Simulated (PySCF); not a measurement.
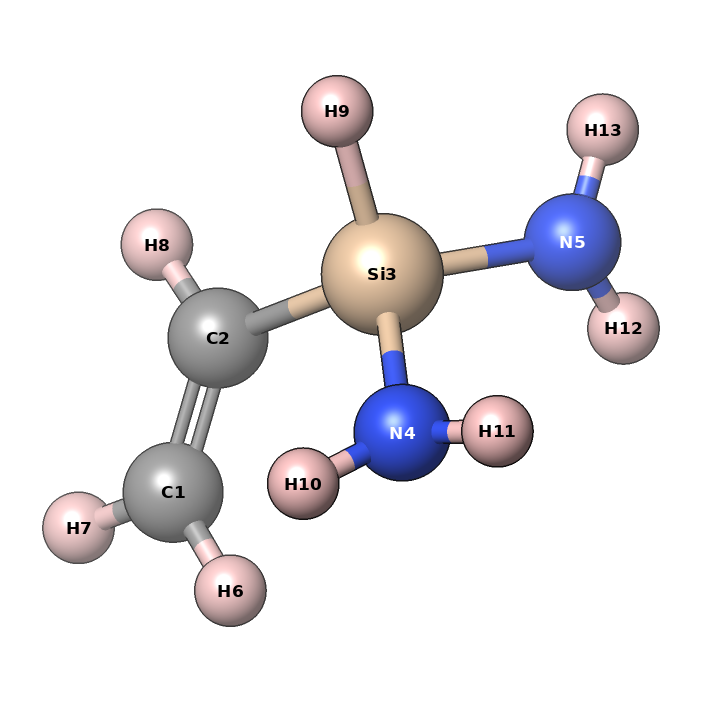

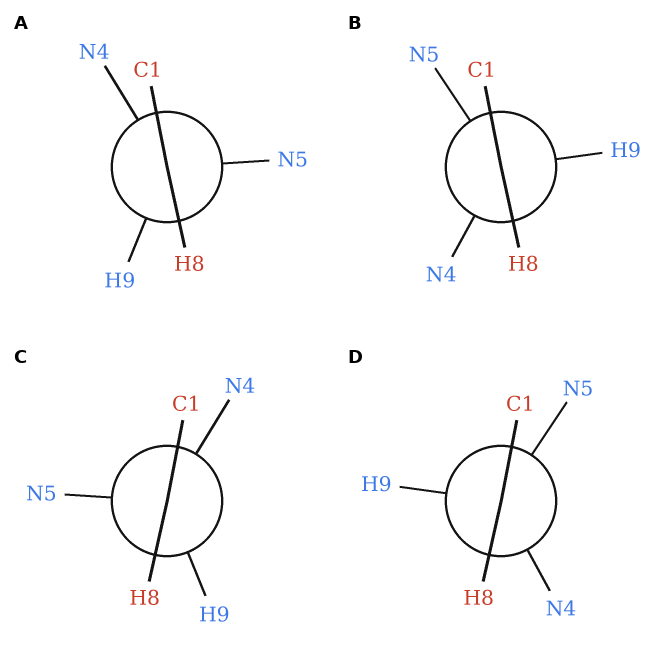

Depth is shown by fading: the farther an atom, the more it takes the colour of the background. Bonds that would overlap in a projection are set slightly apart. The geometry was computed by an optimisation with PBE0-D3(BJ)/def2-SVP. No frequency run is at hand to confirm it as a minimum.

### Which Newman projection shows the view along C2–Si3, with C2 in front?

A. The torsion angle C1–C2–Si3–N4 is −21°, synperiplanar.
